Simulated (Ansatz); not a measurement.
**C2H4SSi: one molecule under many settings**

Aim: run C2H4SSi under a spread of inputs, and see what each costs and gives.

The runs use Ansatz 0.2.0, Gaussian basis; the settings change from run to run.

## Step 1: The geometry

The structure was relaxed beforehand with PBE0-D4 in a triple-zeta def2 set.

SMILES `C1=CS[SiH2]1`, 8 atoms, charge 0, spin multiplicity 1.

Atoms are counted from 1 here; the program's logs count them from 0.

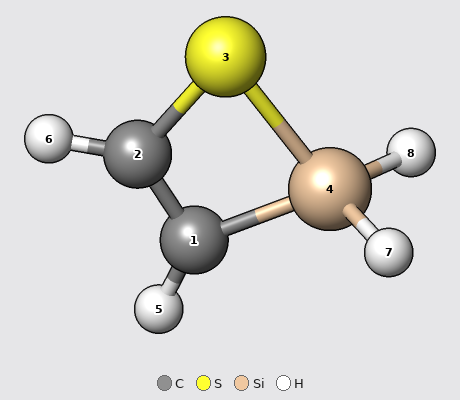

The structure; carbon grey, sulfur yellow, silicon light orange, hydrogen white; atoms are numbered from 1 in the order of the file.

## Step 2: SPW92/STO-3G

This run has multiplicity 3, coordinates scaled by 1.05, high accuracy.

Input file in.yaml:

```yaml
crystal:
  periodic: [false, false, false]
  atoms:
    - {symbol: C, position_ang: [-0.593356, 0.756056, -0.122424]}
    - {symbol: C, position_ang: [0.580260, 1.016909, 0.612475]}
    - {symbol: S, position_ang: [1.667793, -0.497074, 0.777374]}
    - {symbol: Si, position_ang: [-0.168052, -1.103789, -0.430595]}
    - {symbol: H, position_ang: [-1.408447, 1.510228, -0.357944]}
    - {symbol: H, position_ang: [0.916704, 1.998212, 1.089654]}
    - {symbol: H, position_ang: [-1.051502, -2.186080, 0.260543]}
    - {symbol: H, position_ang: [0.153305, -1.554522, -1.887673]}
basis:
  gaussian: {orbitals: STO-3G}
magnetization: {spin_polarized: true, initial_magnetization: 2}
hamiltonian: {xc: {name: SPW92}}
accuracy: high
```

Command:

```bash
$ ansatz run in.yaml --threads 2 --pin off --events-out ev --progress --plain --max-ram 4352MiB
```

Log:

```text
Functional definition: SPW92
  name "SPW92"
  cite "Dirac, Proc. Camb. Phil. Soc. 26, 376 (1930) doi:10.1017/S0305004100016108"
  cite "Slater, Phys. Rev. 81, 385 (1951) doi:10.1103/PhysRev.81.385"
  cite "Perdew & Wang, Phys. Rev. B 45, 13244 (1992) doi:10.1103/PhysRevB.45.13244"
  exchange = slater_x
  correlation = pw_c
653 factors; integrals over basis functions are off by at most 9.5e-9 eV
mean field evaluation 1: about -20514.2926 eV, gradient 2.4e1 eV
mean field evaluation 2: about -20486.0516 eV, gradient 5.7e1 eV
mean field evaluation 4: about -20519.3103 eV, gradient 3.8e0 eV
mean field evaluation 8: about -20519.3101 eV, gradient 1.8e-1 eV
mean field evaluation 16: about -20519.3104 eV, gradient 5.7e-6 eV
mean field evaluation 32: about -20518.2871 eV, gradient 2.3e-3 eV
mean field -20519.31039841 eV, -754.0707486535 hartree, gradient 6.3e-8 eV, S^2 2.004675; 4 other end points of the search recorded, 0 dependent functions left out
reference -20519.31040063 eV, -754.0707487349 hartree; 24, 22 occupied and 8, 10 virtual orbitals, 653 factors
Total energy: -20519.31040063 eV, -754.0707487349 hartree
```

It took 1.4 s on 2 threads of Arm Neoverse V2, shared host.

⟨S²⟩ 2.005.

## Step 3: r2SCAN50/def2-TZVPD

Set apart from the defaults: coordinates scaled by 0.96, D4 dispersion.

Input file in.yaml:

```yaml
crystal:
  periodic: [false, false, false]
  atoms:
    - {symbol: C, position_ang: [-0.542497, 0.691251, -0.111931]}
    - {symbol: C, position_ang: [0.530523, 0.929746, 0.559978]}
    - {symbol: S, position_ang: [1.524839, -0.454468, 0.710742]}
    - {symbol: Si, position_ang: [-0.153647, -1.009179, -0.393687]}
    - {symbol: H, position_ang: [-1.287723, 1.380780, -0.327263]}
    - {symbol: H, position_ang: [0.838129, 1.826937, 0.996256]}
    - {symbol: H, position_ang: [-0.961373, -1.998701, 0.238211]}
    - {symbol: H, position_ang: [0.140165, -1.421277, -1.725873]}
basis:
  gaussian: {orbitals: def2-TZVPD}
hamiltonian: {xc: {name: r2SCAN50}, dispersion: d4}
```

Launched as before.

Log, cut to the lines that bear on the results:

```text
Functional definition: r2SCAN50
  name "r2SCAN50"
  cite "Bursch, Neugebauer, Ehlert & Grimme, J. Chem. Phys. 156, 134105 (2022) doi:10.1063/5.0086040"
  cite "Furness, Kaplan, Ning, Perdew & Sun, J. Phys. Chem. Lett. 11, 8208 (2020) doi:10.1021/acs.jpclett.0c02405"
  cite "Furness, Kaplan, Ning, Perdew & Sun, J. Phys. Chem. Lett. 11, 9248 (2020) doi:10.1021/acs.jpclett.0c03077"
  parent r2scan
[...]
1320 factors; their error is unknown
[...]
mean field -20849.13920433 eV, -766.1917337050 hartree, gradient 6.2e-5 eV, S^2 0.000000; 0 other end points of the search recorded, 0 dependent functions left out
reference -20849.13921448 eV, -766.1917340780 hartree; 23, 23 occupied and 176, 176 virtual orbitals, 1320 factors
Total energy: -20849.20080437 eV, -766.1939974645 hartree
```

Wall time 6 s (2 threads of Arm Neoverse V2, shared host); peak memory 0.38 GiB.

## Step 4: B2GP-PLYP/def2-TZVPP

Input file in.yaml:

```yaml
crystal:
  periodic: [false, false, false]
  atoms:
    - {symbol: C, position_ang: [-0.565101, 0.720053, -0.116594]}
    - {symbol: C, position_ang: [0.552629, 0.968485, 0.583310]}
    - {symbol: S, position_ang: [1.588374, -0.473404, 0.740356]}
    - {symbol: Si, position_ang: [-0.160049, -1.051228, -0.410091]}
    - {symbol: H, position_ang: [-1.341378, 1.438312, -0.340899]}
    - {symbol: H, position_ang: [0.873051, 1.903059, 1.037766]}
    - {symbol: H, position_ang: [-1.001430, -2.081981, 0.248136]}
    - {symbol: H, position_ang: [0.146005, -1.480497, -1.797784]}
basis:
  gaussian: {orbitals: def2-TZVPP}
hamiltonian: {xc: {name: B2GP-PLYP}}
output: {forces: true}
```

The command is unchanged.

Log, cut to the lines that bear on the results:

```text
Functional definition: B2GP-PLYP
  name "B2GP-PLYP"
  cite "Karton, Tarnopolsky, Lamère, Schatz & Martin, J. Phys. Chem. A 112, 12868 (2008) doi:10.1021/jp801805p"
  cite "Becke, Phys. Rev. A 38, 3098 (1988) doi:10.1103/PhysRevA.38.3098"
  cite "Lee, Yang & Parr, Phys. Rev. B 37, 785 (1988) doi:10.1103/PhysRevB.37.785"
[...]
1177 factors; integrals over basis functions are off by at most 9.2e-4 eV
[...]
mean field -20834.60877679 eV, -765.6577503419 hartree, gradient 9.6e-6 eV, S^2 0.000000; 0 other end points of the search recorded, 0 dependent functions left out
12 core orbitals not correlated: weight in the atoms' cores, before any rotation towards them, 1.000 or more for the frozen orbitals, at most 0.000 for the correlated occupied ones
reference -20834.60889326 eV, -765.6577546223 hartree; 11, 11 occupied and 179, 179 virtual orbitals, 1177 factors
second order -19.27970051 eV of doubles, -0.00000000 eV of singles
[...]
Total energy: -20841.54958545 eV, -765.9128203555 hartree
Atom 0 at    -0.565101     0.720053    -0.116594 Å, force    -0.275782     0.068339    -0.134671 eV/Å
Atom 1 at     0.552629     0.968485     0.583310 Å, force     0.138819     0.337955     0.177348 eV/Å
Atom 2 at     1.588374    -0.473404     0.740356 Å, force     0.113439    -0.105303     0.032750 eV/Å
Atom 3 at    -0.160049    -1.051228    -0.410091 Å, force    -0.090362    -0.252857    -0.125200 eV/Å
Atom 4 at    -1.341378     1.438312    -0.340899 Å, force     0.124621    -0.093822     0.042470 eV/Å
Atom 5 at     0.873051     1.903059     1.037766 Å, force    -0.064756    -0.146565    -0.079535 eV/Å
Atom 6 at    -1.001430    -2.081981     0.248136 Å, force     0.107185     0.138220    -0.099547 eV/Å
Atom 7 at     0.146005    -1.480497    -1.797784 Å, force    -0.053166     0.054034     0.186385 eV/Å
Dipole moment:    -0.242977     0.113574    -0.102881 e Å
```

It took 12 s on 2 threads of Arm Neoverse V2, shared host; peak memory 0.62 GiB.

Largest force 0.406 eV/Å, dipole 1.38 D.

## Step 5: BHLYP/def2-mTZVPP

Changes to in.yaml since step 4:

```diff
@@ -12,4 +12,4 @@
 basis:
-  gaussian: {orbitals: def2-TZVPP}
-hamiltonian: {xc: {name: B2GP-PLYP}}
+  gaussian: {orbitals: def2-mTZVPP}
+hamiltonian: {xc: {name: BHLYP}}
 output: {forces: true}
```

Launched as before.

Log, cut to the lines that bear on the results:

```text
Functional definition: BHLYP
  name "BHLYP"
  cite "Becke, J. Chem. Phys. 98, 1372 (1993) doi:10.1063/1.464304"
  cite "Becke, Phys. Rev. A 38, 3098 (1988) doi:10.1103/PhysRevA.38.3098"
  cite "Lee, Yang & Parr, Phys. Rev. B 37, 785 (1988) doi:10.1103/PhysRevB.37.785"
[...]
1039 factors; integrals over basis functions are off by at most 1.2e-3 eV
[...]
mean field -20851.07857925 eV, -766.2630044188 hartree, gradient 5.2e-5 eV, S^2 0.000000; 0 other end points of the search recorded, 0 dependent functions left out
[...]
reference -20851.07874178 eV, -766.2630103915 hartree; 23, 23 occupied and 89, 89 virtual orbitals, 1039 factors
Total energy: -20851.07874178 eV, -766.2630103915 hartree
Atom 0 at    -0.565101     0.720053    -0.116594 Å, force     0.378295     0.228847     0.279332 eV/Å
Atom 1 at     0.552629     0.968485     0.583310 Å, force    -0.505425     0.557672    -0.119375 eV/Å
Atom 2 at     1.588374    -0.473404     0.740356 Å, force     0.190475    -0.195155     0.049544 eV/Å
Atom 3 at    -0.160049    -1.051228    -0.410091 Å, force    -0.245719    -0.409480    -0.258382 eV/Å
Atom 4 at    -1.341378     1.438312    -0.340899 Å, force     0.216335    -0.203571     0.061663 eV/Å
Atom 5 at     0.873051     1.903059     1.037766 Å, force    -0.126191    -0.261673    -0.147836 eV/Å
Atom 6 at    -1.001430    -2.081981     0.248136 Å, force     0.161155     0.202052    -0.137604 eV/Å
Atom 7 at     0.146005    -1.480497    -1.797784 Å, force    -0.068925     0.081308     0.272658 eV/Å
Dipole moment:    -0.264843     0.105084    -0.117641 e Å
```

Wall time 1.9 s (2 threads of Arm Neoverse V2, shared host).

Largest force 0.762 eV/Å, dipole 1.48 D.

## Step 6: rPW86-PBE/ANO-RCC-VTZP

This run has coordinates scaled by 0.96, a point charge of -1.00 e beside it, the search for lower states set to off.

Input file in.yaml:

```yaml
crystal:
  periodic: [false, false, false]
  atoms:
    - {symbol: C, position_ang: [-0.542497, 0.691251, -0.111931]}
    - {symbol: C, position_ang: [0.530523, 0.929746, 0.559978]}
    - {symbol: S, position_ang: [1.524839, -0.454468, 0.710742]}
    - {symbol: Si, position_ang: [-0.153647, -1.009179, -0.393687]}
    - {symbol: H, position_ang: [-1.287723, 1.380780, -0.327263]}
    - {symbol: H, position_ang: [0.838129, 1.826937, 0.996256]}
    - {symbol: H, position_ang: [-0.961373, -1.998701, 0.238211]}
    - {symbol: H, position_ang: [0.140165, -1.421277, -1.725873]}
basis:
  gaussian: {orbitals: ANO-RCC-VTZP, point_charges: [{charge: -1.00, position_ang: [4.395, -0.444, -0.643]}]}
hamiltonian: {xc: {name: rPW86-PBE}}
scf: {lower_state_search: off}
```

The command is unchanged.

Log, cut to the lines that bear on the results:

```text
Functional definition: rPW86-PBE
  name "rPW86-PBE"
  cite "Murray, Lee & Langreth, J. Chem. Theory Comput. 5, 2754 (2009) doi:10.1021/ct900365q"
  cite "Perdew, Burke & Ernzerhof, Phys. Rev. Lett. 77, 3865 (1996) doi:10.1103/PhysRevLett.77.3865"
  parent pbe
[...]
1323 factors; their error is unknown
[...]
mean field -20923.02199488 eV, -768.9068761782 hartree, gradient 4.0e-6 eV, S^2 0.000000; 0 other end points of the search recorded, 0 dependent functions left out
reference -20923.02214354 eV, -768.9068816413 hartree; 23, 23 occupied and 161, 161 virtual orbitals, 1323 factors
Total energy: -20923.02214354 eV, -768.9068816413 hartree
Relativity: scalar
Checks for a lower state left out: stability, starts, cluster_reference, orbital_swaps, neighbouring_geometries, increment
```

It took 4.9 s on 2 threads of Arm Neoverse V2, shared host; peak memory 0.29 GiB.

## Step 7: B3LYP/def2-SVP

Options: finite nuclei, D3(BJ) dispersion, relativity set to none.

Input file in.yaml:

```yaml
crystal:
  periodic: [false, false, false]
  atoms:
    - {symbol: C, position_ang: [-0.565101, 0.720053, -0.116594]}
    - {symbol: C, position_ang: [0.552629, 0.968485, 0.583310]}
    - {symbol: S, position_ang: [1.588374, -0.473404, 0.740356]}
    - {symbol: Si, position_ang: [-0.160049, -1.051228, -0.410091]}
    - {symbol: H, position_ang: [-1.341378, 1.438312, -0.340899]}
    - {symbol: H, position_ang: [0.873051, 1.903059, 1.037766]}
    - {symbol: H, position_ang: [-1.001430, -2.081981, 0.248136]}
    - {symbol: H, position_ang: [0.146005, -1.480497, -1.797784]}
basis:
  gaussian: {orbitals: def2-SVP, nuclear_model: gaussian}
hamiltonian: {xc: {name: B3LYP}, dispersion: d3bj, pseudopotentials: {relativity: none}}
```

Same command.

Log, cut to the lines that bear on the results:

```text
Functional definition: B3LYP
  name "B3LYP"
  cite "Stephens, Devlin, Chabalowski & Frisch, J. Phys. Chem. 98, 11623 (1994) doi:10.1021/j100096a001"
  cite "Becke, Phys. Rev. A 38, 3098 (1988) doi:10.1103/PhysRevA.38.3098"
  cite "Lee, Yang & Parr, Phys. Rev. B 37, 785 (1988) doi:10.1103/PhysRevB.37.785"
  cite "Vosko, Wilk & Nusair, Can. J. Phys. 58, 1200 (1980) doi:10.1139/p80-159"
[...]
823 factors; integrals over basis functions are off by at most 1.2e-3 eV
[...]
mean field -20844.98225658 eV, -766.0389686928 hartree, gradient 7.3e-5 eV, S^2 0.000000; 0 other end points of the search recorded, 0 dependent functions left out
reference -20844.98248235 eV, -766.0389769899 hartree; 23, 23 occupied and 61, 61 virtual orbitals, 823 factors
Total energy: -20845.36167167 eV, -766.0529119401 hartree
```

Wall time 1.1 s (2 threads of Arm Neoverse V2, shared host).

## Step 8: PBE0-DH/ANO-RCC-VTZP

Options: unrestricted orbitals, atoms shaken by 0.03 Å.

Input file in.yaml:

```yaml
crystal:
  periodic: [false, false, false]
  atoms:
    - {symbol: C, position_ang: [-0.509374, 0.687893, -0.121721]}
    - {symbol: C, position_ang: [0.534163, 0.924245, 0.578885]}
    - {symbol: S, position_ang: [1.598337, -0.445742, 0.691679]}
    - {symbol: Si, position_ang: [-0.154810, -1.076639, -0.426641]}
    - {symbol: H, position_ang: [-1.404921, 1.397799, -0.366041]}
    - {symbol: H, position_ang: [0.862331, 1.842771, 1.083693]}
    - {symbol: H, position_ang: [-1.008980, -2.065484, 0.257344]}
    - {symbol: H, position_ang: [0.082899, -1.481001, -1.848819]}
basis:
  gaussian: {orbitals: ANO-RCC-VTZP}
magnetization: {spin_polarized: true, initial_magnetization: 0}
hamiltonian: {xc: {name: PBE0-DH}}
```

The command is unchanged.

Log, cut to the lines that bear on the results:

```text
Functional definition: PBE0-DH
  name "PBE0-DH"
  cite "Brémond & Adamo, J. Chem. Phys. 135, 024106 (2011) doi:10.1063/1.3604569"
  cite "Perdew, Burke & Ernzerhof, Phys. Rev. Lett. 77, 3865 (1996) doi:10.1103/PhysRevLett.77.3865"
[...]
1090 factors; integrals over basis functions are off by at most 9.3e-4 eV
[...]
mean field -20886.72750551 eV, -767.5730782950 hartree, gradient 8.2e-6 eV, S^2 0.000000; 0 other end points of the search recorded, 0 dependent functions left out
12 core orbitals not correlated: weight in the atoms' cores, before any rotation towards them, 1.000 or more for the frozen orbitals, at most 0.000 for the correlated occupied ones
reference -20886.72753359 eV, -767.5730793270 hartree; 11, 11 occupied and 161, 161 virtual orbitals, 1090 factors
second order -20.72831016 eV of doubles, -0.00000000 eV of singles
Total energy: -20889.31857236 eV, -767.6682982456 hartree
Relativity: scalar
```

It took 12 s on 2 threads of Arm Neoverse V2, shared host; peak memory 0.54 GiB.

⟨S²⟩ 0.000.

## Step 9: PBE0/6-31G

Options: charge -1, multiplicity 2, restricted open-shell orbitals.

Input file in.yaml:

```yaml
crystal:
  periodic: [false, false, false]
  atoms:
    - {symbol: C, position_ang: [-0.565101, 0.720053, -0.116594]}
    - {symbol: C, position_ang: [0.552629, 0.968485, 0.583310]}
    - {symbol: S, position_ang: [1.588374, -0.473404, 0.740356]}
    - {symbol: Si, position_ang: [-0.160049, -1.051228, -0.410091]}
    - {symbol: H, position_ang: [-1.341378, 1.438312, -0.340899]}
    - {symbol: H, position_ang: [0.873051, 1.903059, 1.037766]}
    - {symbol: H, position_ang: [-1.001430, -2.081981, 0.248136]}
    - {symbol: H, position_ang: [0.146005, -1.480497, -1.797784]}
basis:
  gaussian: {orbitals: 6-31G}
total_charge: -1
magnetization: {spin_polarized: false, initial_magnetization: 1}
hamiltonian: {xc: {name: PBE0}}
output: {forces: true}
```

Same command.

Log, cut to the lines that bear on the results:

```text
Functional definition: PBE0
  name "PBE0"
  cite "Adamo & Barone, J. Chem. Phys. 110, 6158 (1999) doi:10.1063/1.478522"
  cite "Perdew, Burke & Ernzerhof, Phys. Rev. Lett. 77, 3865 (1996) doi:10.1103/PhysRevLett.77.3865"
  parent pbe
[...]
662 factors; integrals over basis functions are off by at most 2.2e-4 eV
[...]
mean field -20836.84814244 eV, -765.7400455116 hartree, gradient 4.7e-6 eV, S^2 0.750000; 7 other end points of the search recorded, 0 dependent functions left out
[...]
reference -20836.84816851 eV, -765.7400464697 hartree; 24, 23 occupied and 28, 29 virtual orbitals, 662 factors
Total energy: -20836.84816851 eV, -765.7400464697 hartree
Atom 0 at    -0.565101     0.720053    -0.116594 Å, force     0.004685     0.892925     0.264784 eV/Å
Atom 1 at     0.552629     0.968485     0.583310 Å, force     0.117221     1.778145     0.588751 eV/Å
Atom 2 at     1.588374    -0.473404     0.740356 Å, force     4.120352     0.919566     2.581448 eV/Å
Atom 3 at    -0.160049    -1.051228    -0.410091 Å, force    -3.872182    -3.168361    -3.103213 eV/Å
Atom 4 at    -1.341378     1.438312    -0.340899 Å, force    -0.097372    -0.092787    -0.081821 eV/Å
Atom 5 at     0.873051     1.903059     1.037766 Å, force     0.057062     0.062663     0.050296 eV/Å
Atom 6 at    -1.001430    -2.081981     0.248136 Å, force    -0.352401    -0.294476     0.184716 eV/Å
Atom 7 at     0.146005    -1.480497    -1.797784 Å, force     0.022634    -0.097674    -0.484960 eV/Å
Dipole moment:     0.098780     0.600865     0.232038 e Å
```

Wall time 4.1 s (2 threads of Arm Neoverse V2, shared host).

Largest force 5.887 eV/Å.

## Step 10: MP2/def2-SVP

Set apart from the defaults: correlated electrons set to outside_noble_gas.

Changes to in.yaml since step 9:

```diff
@@ -12,6 +12,5 @@
 basis:
-  gaussian: {orbitals: 6-31G}
-total_charge: -1
-magnetization: {spin_polarized: false, initial_magnetization: 1}
-hamiltonian: {xc: {name: PBE0}}
+  gaussian: {orbitals: def2-SVP}
+hamiltonian: {xc: {name: HF}}
+correlation: {method: mp2, electrons: outside_noble_gas}
 output: {forces: true}
```

Launched as before.

Log, cut to the lines that bear on the results:

```text
Functional definition: HF
  name "HF"
  cite "Fock, Z. Phys. 61, 126 (1930) doi:10.1007/BF01340294"
  parent pbe
[...]
823 factors; integrals over basis functions are off by at most 1.2e-3 eV
[...]
mean field -20795.70875860 eV, -764.2282010410 hartree, gradient 1.9e-6 eV, S^2 0.000000; 0 other end points of the search recorded, 0 dependent functions left out
12 core orbitals not correlated: weight in the atoms' cores, before any rotation towards them, 1.000 or more for the frozen orbitals, at most 0.000 for the correlated occupied ones
reference -20795.70875860 eV, -764.2282010410 hartree; 11, 11 occupied and 61, 61 virtual orbitals, 823 factors
second order -13.14910721 eV of doubles, -0.00000000 eV of singles
[...]
Total energy: -20808.85786581 eV, -764.7114218182 hartree
Atom 0 at    -0.565101     0.720053    -0.116594 Å, force    -0.721074    -0.114866    -0.438230 eV/Å
Atom 1 at     0.552629     0.968485     0.583310 Å, force     0.587034     0.078841     0.352545 eV/Å
Atom 2 at     1.588374    -0.473404     0.740356 Å, force     0.365213    -0.197504     0.146860 eV/Å
Atom 3 at    -0.160049    -1.051228    -0.410091 Å, force    -0.063959    -0.425721    -0.161202 eV/Å
Atom 4 at    -1.341378     1.438312    -0.340899 Å, force    -0.240792     0.250547    -0.061273 eV/Å
Atom 5 at     0.873051     1.903059     1.037766 Å, force     0.081476     0.318665     0.139244 eV/Å
Atom 6 at    -1.001430    -2.081981     0.248136 Å, force     0.037630     0.066880    -0.063116 eV/Å
Atom 7 at     0.146005    -1.480497    -1.797784 Å, force    -0.045528     0.023158     0.085171 eV/Å
Dipole moment:    -0.250123     0.090656    -0.113624 e Å
```

Run time: 1 s. Hardware: 2 threads of Arm Neoverse V2, shared host.

Largest force 0.852 eV/Å, dipole 1.39 D.

## Step 11: All runs side by side

| level | charge | multiplicity | geometry | functions | energy (eV) | time |
| --- | --- | --- | --- | --- | --- | --- |
| SPW92/STO-3G | 0 | 3 | scaled | 32 | -20519.310 | 1.4 s |
| r2SCAN50/def2-TZVPD | 0 | 1 | scaled | 199 | -20849.201 | 6 s |
| B2GP-PLYP/def2-TZVPP | 0 | 1 | relaxed | 202 | -20841.550 | 12 s |
| BHLYP/def2-mTZVPP | 0 | 1 | relaxed | 112 | -20851.079 | 1.9 s |
| rPW86-PBE/ANO-RCC-VTZP | 0 | 1 | scaled, point charge | 184 | -20923.022 | 4.9 s |
| B3LYP/def2-SVP | 0 | 1 | relaxed | 84 | -20845.362 | 1.1 s |
| PBE0-DH/ANO-RCC-VTZP | 0 | 1 | shaken | 184 | -20889.319 | 12 s |
| PBE0/6-31G | -1 | 2 | relaxed | 52 | -20836.848 | 4.1 s |
| MP2/def2-SVP | 0 | 1 | relaxed | 84 | -20808.858 | 1 s |

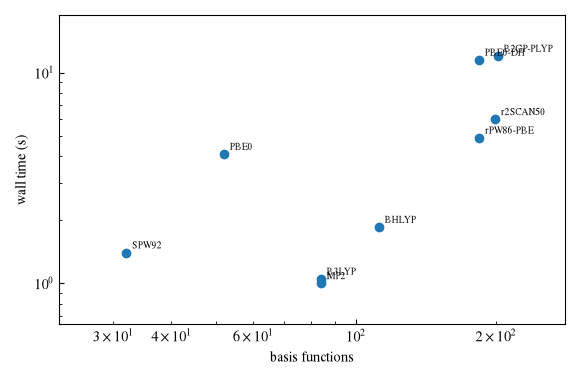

Wall time against the number of basis functions (shared host).

## Step 12: Summary of results

```
                                         quantity                       value
                                             runs                           9
                                         quickest           MP2/def2-SVP, 1 s
                                          slowest  B2GP-PLYP/def2-TZVPP, 12 s
spread of total energies, same state and geometry                     42.2 eV
                  dipole, same state and geometry              1.38 to 1.48 D
```

What this shows: B2GP-PLYP/def2-TZVPP took 12 times as long as MP2/def2-SVP. The jobs differ in tasks and options as well as level. The totals spread over 42 eV; they can't be compared across methods or bases. At the PBE0-D4/def2-TZVP geometry and in the same state, runs without warnings or point charges leave forces up to 0.85 eV/Å (MP2/def2-SVP). At that geometry and state the dipole changes by 7 % between the lowest and highest value.
